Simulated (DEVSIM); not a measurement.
Device: abrupt Si n-p junction, at 300 K.

```
layer (left to right)  material  thickness (μm)  Nd (cm⁻³)  Na (cm⁻³)  τn (s)  τp (s)
---------------------  --------  --------------  ---------  ---------  ------  ------
1                            Si            24.0     3.6e17          -  3.4e-7  3.4e-7
2                            Si            35.0          -     9.6e14  3.4e-7  3.4e-7
```

Left contact: ohmic. Right contact: ohmic. Voltage is applied to the left contact. Recombination: SRH at mid-gap, Auger. Mobility is μmin + (μ − μmin)/(1 + (N/Nref)^α).

The device is made up for the run: typed textbook-type constants, with dimensions and the other settings drawn at random. Values at 300 K.

```csv
parameter,Si
gap (eV),1.124
affinity (eV),4.05
permittivity,11.7
Nc (cm⁻³),2.86e19
Nv (cm⁻³),3.1e19
μn (cm²/Vs),1417
μp (cm²/Vs),470
"μn,min",52
"μp,min",45
"Nref,n",9.7e16
"Nref,p",2.2e17
αn,0.68
αp,0.72
Cn (cm⁶/s),2.8e-31
Cp (cm⁶/s),9.9e-32
```

DEVSIM, 1D drift-diffusion, Boltzmann statistics, complete ionisation; no tunnelling, impact ionisation, image-force lowering or self-heating.

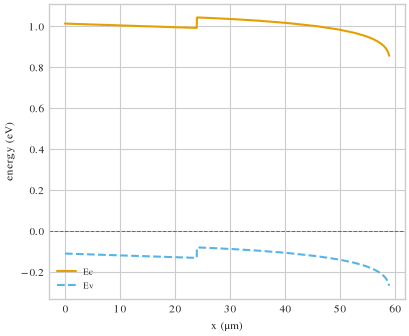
Fig. 1. Band edges at -0.9 V on the left contact

Energies count from the Fermi level of the right contact; mesh points crowd at the junctions.

| x (μm) | Ec (eV) | Ev (eV) | n (cm⁻³) | p (cm⁻³) | field (V/cm) |
|---|---|---|---|---|---|
| 0.000 | 1.013 | -0.111 | 3.6e17 | 320 | ≈ 0 |
| 0.04820 | 1.013 | -0.111 | 3.6e17 | 1.3e13 | ≈ 0 |
| 0.2020 | 1.013 | -0.111 | 3.6e17 | 5.5e13 | ≈ 0 |
| 0.6550 | 1.012 | -0.111 | 3.6e17 | 1.8e14 | ≈ 0 |
| 3.042 | 1.010 | -0.114 | 3.6e17 | 8.0e14 | ≈ 0 |
| 9.185 | 1.005 | -0.119 | 3.6e17 | 2.3e15 | ≈ 0 |
| 18.70 | 0.997 | -0.127 | 3.7e17 | 5.1e15 | ≈ 0 |
| 22.84 | 0.993 | -0.131 | 3.7e17 | 6.6e15 | ≈ 0 |
| 23.63 | 0.992 | -0.132 | 3.7e17 | 6.9e15 | ≈ 0 |
| 23.90 | 0.992 | -0.132 | 3.7e17 | 7.0e15 | ≈ 0 |
| 23.98 | 0.993 | -0.131 | 3.4e17 | 7.5e15 | 2400 |
| 24.04 | 1.042 | -0.083 | 5.4e16 | 4.8e16 | 1300 |
| 24.16 | 1.043 | -0.081 | 5.0e16 | 5.1e16 | -11 |
| 24.53 | 1.043 | -0.081 | 5.0e16 | 5.1e16 | -11 |
| 26.48 | 1.040 | -0.084 | 4.6e16 | 4.7e16 | -12 |
| 31.51 | 1.033 | -0.091 | 3.8e16 | 3.9e16 | -15 |
| 45.85 | 1.000 | -0.124 | 1.8e16 | 1.9e16 | -35 |
| 54.64 | 0.953 | -0.171 | 6.6e15 | 7.6e15 | -91 |
| 58.05 | 0.902 | -0.222 | 1.9e15 | 2.8e15 | -280 |
| 58.70 | 0.878 | -0.246 | 7.5e14 | 1.6e15 | -560 |
| 58.92 | 0.863 | -0.261 | 2.6e14 | 1.1e15 | -840 |
| 59.00 | 0.856 | -0.268 | 120000 | 9.6e14 | -900 |
